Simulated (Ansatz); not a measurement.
**BrClFH₂Si₂ (charge +1): density, localisation and related maps**

```xyz
7

Br    0.9551   -2.5678    0.3804
Cl   -0.6270    2.6796    1.1846
F    -1.3968   -0.5752   -0.1744
Si    0.0356   -0.6490    0.5104
Si    0.8722    1.3617    1.5351
H     2.1243    1.6185    0.7840
H     1.0414    0.9637    2.9531
```

Geometry: r2SCAN-D4/def2-SVP.

These are results of Ansatz 0.2.0, isolated molecule in a Gaussian basis; Kohn-Sham density functional theory, functional PBE0, not measurements.

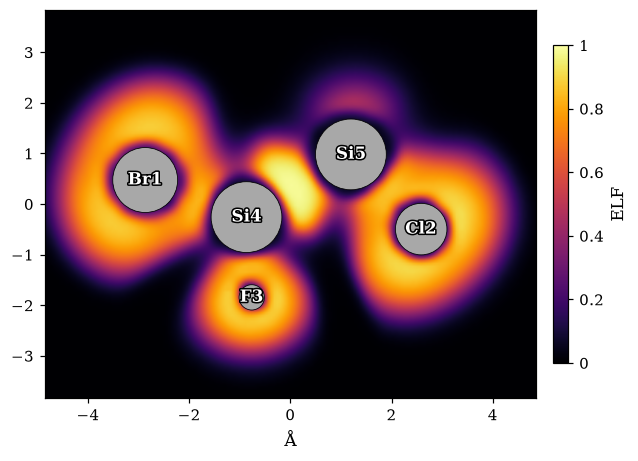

Figure 1. Electron localisation function on the plane of atoms Br1, Si4 and F3. Grey discs cover the atomic cores.

Q: Describe what can be read from this map.

A:
- The section cuts through Br, Cl, F and Si sites.
- Si–F (1.59 Å): the ELF peaks at about 0.85 in the valence shell of F, 0.6 Å from its nucleus, and is about 0.50 at the midpoint.
- Si–Cl (2.03 Å): the ELF peaks at about 0.85 between the atoms: a polar covalent bond.
- Si–Br (2.13 Å): the ELF peaks at about 0.85 between the atoms; a shared but strongly polarised pair.
- Si–Si (2.41 Å): the ELF peaks at about 1 between the atoms: a covalent bond.
- The ELF also peaks beside F3, Cl2 and Br1, away from the bonds: lone-pair regions.

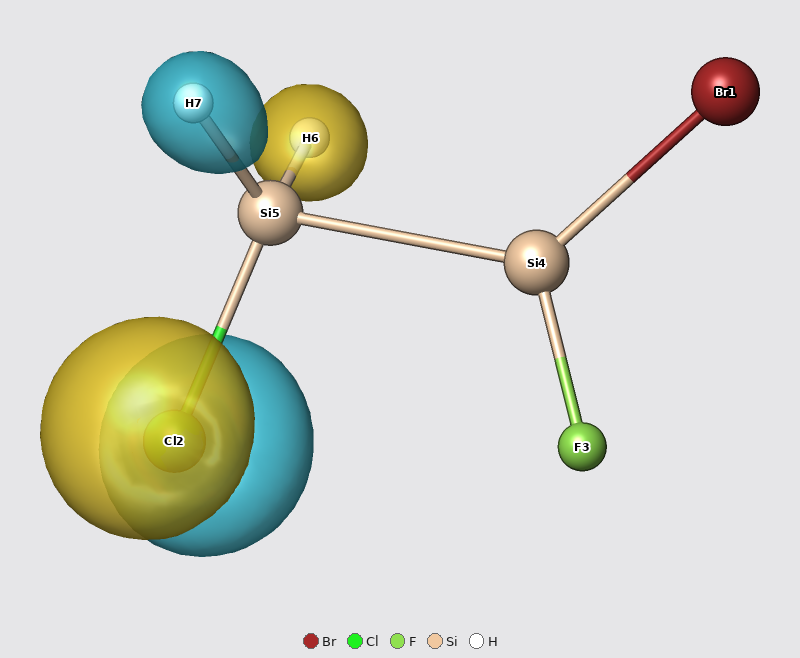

Figure 2. The HOMO−1 at ±0.2 Å⁻³ᐟ² (yellow and cyan are the two phases), seen at a tilt.

Q: Describe this orbital and give its energy.

A: It lies mainly on Cl2 (about 75 %), Si5 (about 15 %), H6 (about 5 %) and H7 (about 5 %); largely a lone pair of Cl2. Its energy is −14.03 eV.

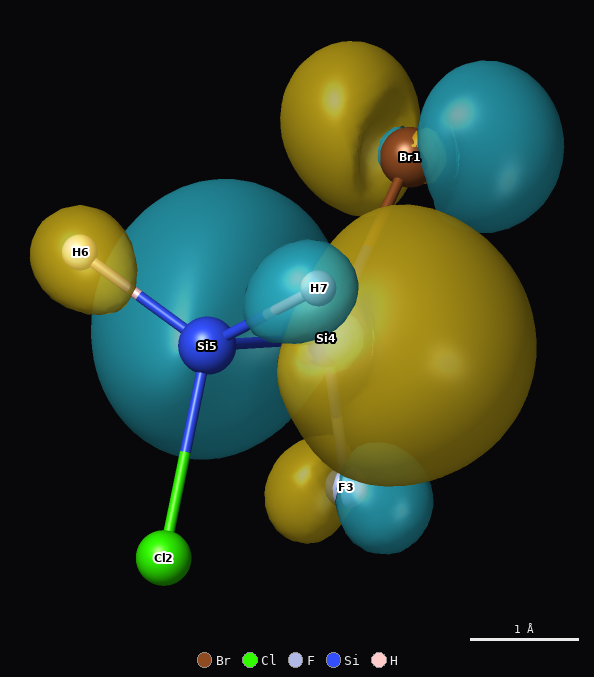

Figure 3. One frontier orbital at ±0.1 Å⁻³ᐟ² (yellow and cyan are the two phases), seen at an oblique angle.

Q: Which orbital is it: HOMO or LUMO?

A: The LUMO, at −8.39 eV. It lies mainly on Si4 (about 60 %), Br1 (about 15 %) and F3 (about 5 %).
